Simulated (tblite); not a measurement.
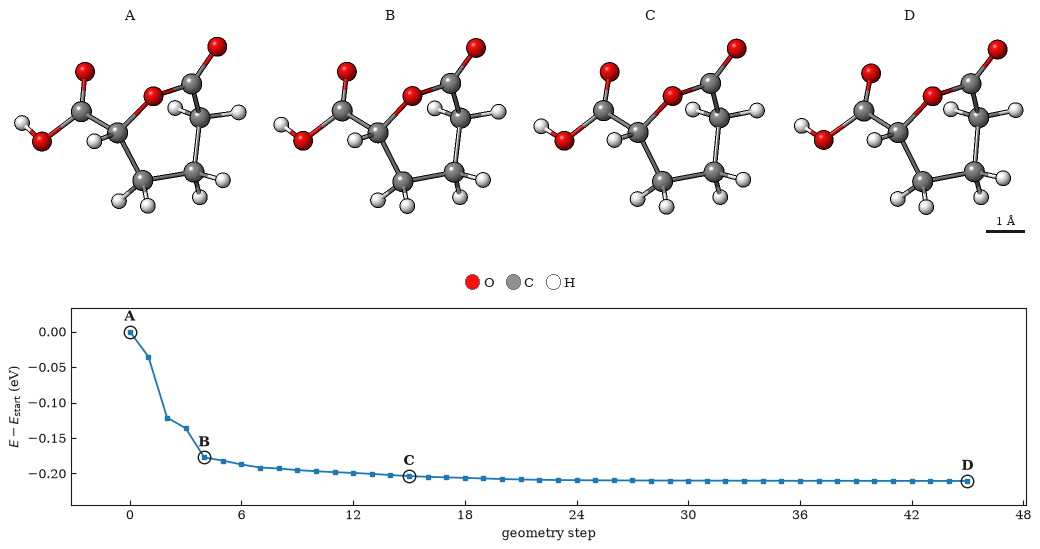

Frames of a relaxation of C6H8O4, marked on the history of the run. The picture is a ball-and-stick view, seen face on.

The calculation used GFN2-xTB geometry optimisation, gas phase in tblite 0.8.0. 

Describe the path.

After 45 geometry steps the energy has fallen by 0.211 eV. An O atom moves most after the best rigid fit: 0.18 Å. By element the largest moves are O 0.18 Å, H 0.13 Å, C 0.07 Å. Among the contacts that change: C–O 1.230 → 1.197 Å, C–O 1.441 → 1.408 Å, C–C 1.489 → 1.512 Å, C–C 1.521 → 1.544 Å. Bond angles that change, for instance: C–O–H 104.2° → 110.5°, O–C–O 119.9° → 123.5°, C–C–H 111.4° → 108.1°. The run took 0.3 s on 1 thread of Arm Neoverse V1 (shared host). From step 0 to 4: an O atom moves most (0.06 Å), energy −0.177 eV. From step 4 to 15: an O atom moves most (0.08 Å), energy −0.026 eV. From step 15 to 45: an O atom moves most (0.07 Å), energy −0.007 eV.

```json
{"step": "0", "E − E(0), eV": "0.0000"}
{"step": "1", "E − E(0), eV": "-0.0353"}
{"step": "2", "E − E(0), eV": "-0.1211"}
{"step": "3", "E − E(0), eV": "-0.1361"}
{"step": "4", "E − E(0), eV": "-0.1773"}
{"step": "5", "E − E(0), eV": "-0.1819"}
{"step": "6", "E − E(0), eV": "-0.1873"}
{"step": "7", "E − E(0), eV": "-0.1916"}
{"step": "8", "E − E(0), eV": "-0.1929"}
{"step": "9", "E − E(0), eV": "-0.1952"}
{"step": "10", "E − E(0), eV": "-0.1968"}
{"step": "12", "E − E(0), eV": "-0.1992"}
{"step": "14", "E − E(0), eV": "-0.2022"}
{"step": "16", "E − E(0), eV": "-0.2047"}
{"step": "17", "E − E(0), eV": "-0.2055"}
{"step": "19", "E − E(0), eV": "-0.2070"}
{"step": "21", "E − E(0), eV": "-0.2084"}
{"step": "23", "E − E(0), eV": "-0.2092"}
{"step": "25", "E − E(0), eV": "-0.2096"}
{"step": "27", "E − E(0), eV": "-0.2098"}
{"step": "28", "E − E(0), eV": "-0.2099"}
{"step": "30", "E − E(0), eV": "-0.2100"}
{"step": "32", "E − E(0), eV": "-0.2101"}
{"step": "34", "E − E(0), eV": "-0.2102"}
{"step": "36", "E − E(0), eV": "-0.2103"}
{"step": "38", "E − E(0), eV": "-0.2103"}
{"step": "39", "E − E(0), eV": "-0.2104"}
{"step": "41", "E − E(0), eV": "-0.2104"}
{"step": "43", "E − E(0), eV": "-0.2105"}
{"step": "45", "E − E(0), eV": "-0.2105"}
```
